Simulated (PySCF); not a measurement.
## Electronic structure of C3H13Si3 (SMILES C[CH][SiH2]C([SiH3])[SiH3]) (doublet) in real space

| atom | x (Å) | y (Å) | z (Å) |
| --- | --- | --- | --- |
| C | 2.6709 | 0.1276 | 0.2399 |
| C | 1.6050 | -0.8464 | 0.5573 |
| Si | 0.2543 | -1.3373 | -0.5966 |
| C | -1.2704 | -0.1714 | -0.4795 |
| Si | -2.1100 | -0.2253 | 1.2240 |
| Si | -0.8820 | 1.6029 | -1.0352 |
| H | 2.6075 | 1.0007 | 0.8978 |
| H | 2.6100 | 0.4670 | -0.7909 |
| H | 3.6600 | -0.3091 | 0.4103 |
| H | 1.6367 | -1.2451 | 1.5615 |
| H | -0.1847 | -2.7065 | -0.2850 |
| H | 0.7483 | -1.2912 | -1.9828 |
| H | -1.9934 | -0.5722 | -1.1977 |
| H | -2.4895 | -1.6013 | 1.5609 |
| H | -1.2034 | 0.2848 | 2.2558 |
| H | -3.3246 | 0.5982 | 1.2166 |
| H | -0.2648 | 1.5953 | -2.3666 |
| H | 0.0362 | 2.2447 | -0.0905 |
| H | -2.1157 | 2.3937 | -1.1068 |

Geometry: GFN2-xTB.

Theory: PySCF, UKS B3LYP, pcH-1 on C H Si, non-relativistic, mean-field spin-orbit, GIAO.

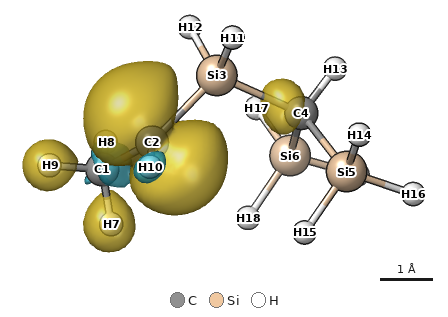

Figure 1. Isosurfaces of the spin density at +0.02 (yellow) and −0.02 e/Å³ (cyan), seen from one side.

### Which atoms carry the spin?

The unpaired spin (1 electron) lies mostly on C2 (about 0.7) and Si3 (about 0.1), in electrons by Hirshfeld's partition.

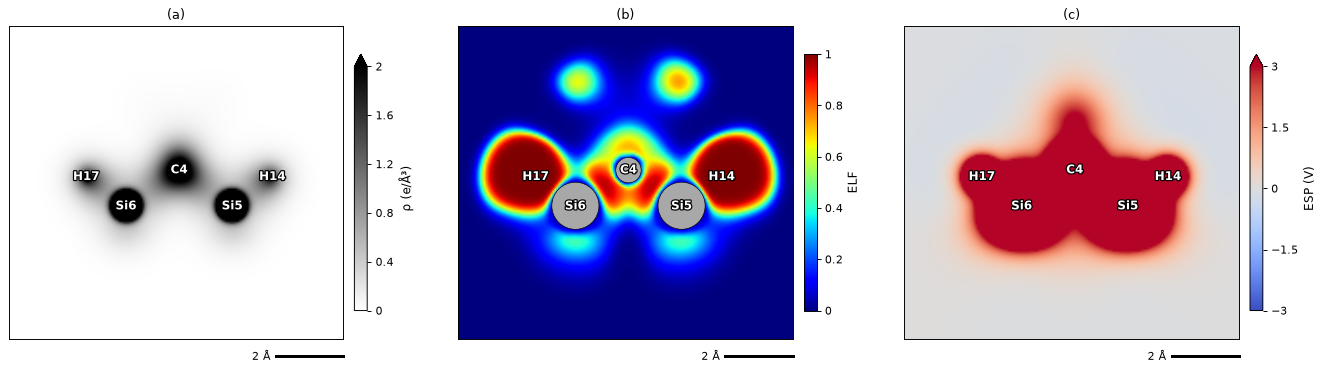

Figure 2. (a) electron density; (b) ELF; (c) electrostatic potential on the plane of atoms C4, Si6 and H17. Grey discs cover the atomic cores in the ELF map.

### Describe what can be read from this map.

- The plane passes through C, Si and H nuclei.
- C–Si (1.90 Å): ρ at the midpoint is about 0.88 e/Å³; the ELF peaks at about 0.95 between the atoms (a covalent bond).
- Si–H (1.47 Å): ρ is about 0.81 e/Å³ halfway; the ELF climbs to about 1 towards the hydrogen, as it does in any bond to H.
- The potential has no marked negative region in this plane.

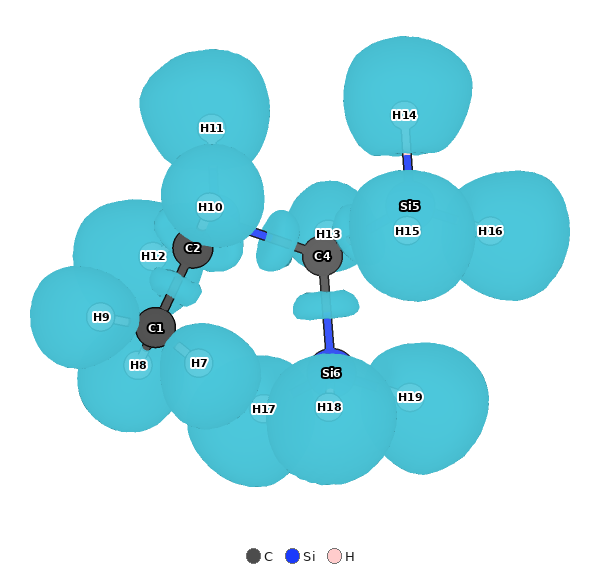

Figure 3. Isosurface of the electron localisation function at 0.85 (cyan), seen at a tilt. Core shells and regions of very low density are left out.

### Describe the localisation domains.

At this value the surface marks out one region between bonded C–C atoms (shared pairs), four regions between bonded C–Si atoms (shared pairs) and 13 regions around hydrogen nuclei. Along the contacts the grid gives the following. C–C (1.48 Å): the ELF peaks at about 0.95 between the atoms (localised, covalent bonding). C–Si (1.84 Å): the ELF peaks at about 0.95 between the atoms, as expected for a shared electron pair.
